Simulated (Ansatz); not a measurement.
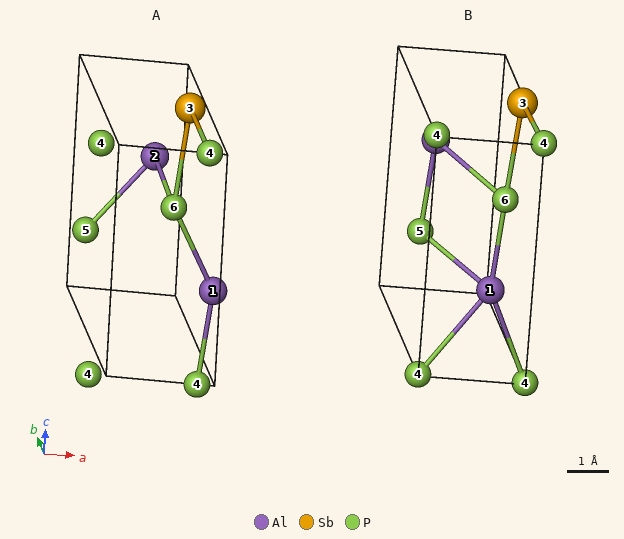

Two geometries of solid Al₂SbP₃ (built on the Ca2CuO3-71 type type), drawn at one scale. One is the start of a relaxation, the other its converged end. A ball-and-stick model of the cell of the calculation, reduced to other axes, seen from a free direction. Lengths and directions refer to the drawn axes.

Level of theory: DFT, PBEsol, plane waves, PAW in Ansatz 0.2.0. Settings: plane-wave cutoff 420 eV; k-point mesh 8 × 8 × 8; occupations fermi dirac; smearing width 0.05 eV; no spin polarisation; cell and atoms relaxed; force threshold 0.01 eV/Å; at most 120 steps.

### Which geometry has the lower energy?

Structure A is the relaxed one. Case: shaken. After 14 accepted moves (16 points after the start) the energy has fallen by 148 meV per atom. The largest force component goes from 1.7 to 0.0012 eV/Å. Pressure: −1.29 GPa at the start and 0.00 GPa at the end. The line search rejected the trial step at point 12 of the run. At 1 point the geometry stayed and the basis and grid were re-selected for the new cell (energy shift of less than 0.05 meV per atom at most each time). The largest move relative to the cell is that of Al2, 0.97 Å roughly along +a. Largest moves by element: Al 0.97 Å, P 0.53 Å, Sb 0.41 Å. The drawn cell changes as follows: a 2.741 → 2.788 Å (+1.7 %), b 5.211 → 5.251 Å (+0.8 %), c 8.206 → 8.057 Å (−1.8 %), α 107.9° → 109.0°, β 99.5° → 101.3°; the volume changes by −0.7 %. Near-neighbour distances that change, for instance: Al2–P5 3.738 → 2.582 Å, Al1–P6 3.663 → 2.559 Å, Al2–P4 2.786 → 3.849 Å, Al1–P5 2.874 → 3.843 Å. New bonds form, among them: Al1–P6 (3.66 → 2.56 Å), Al2–P5 (3.74 → 2.58 Å). Among the angles between lasting bonds that change: Al1–P4–Al2 121.9° → 179.7°, Al2–P5–Sb3 176.8° → 145.7°, Al1–P6–Sb3 179.3° → 148.8°. The space group (tolerance 0.01 Å) goes from P1 (No. 1) to C2/m (No. 12). Cost: 9.8 min on 2 threads of Arm Neoverse V1, with other jobs on the host, peak memory 0.81 GiB.
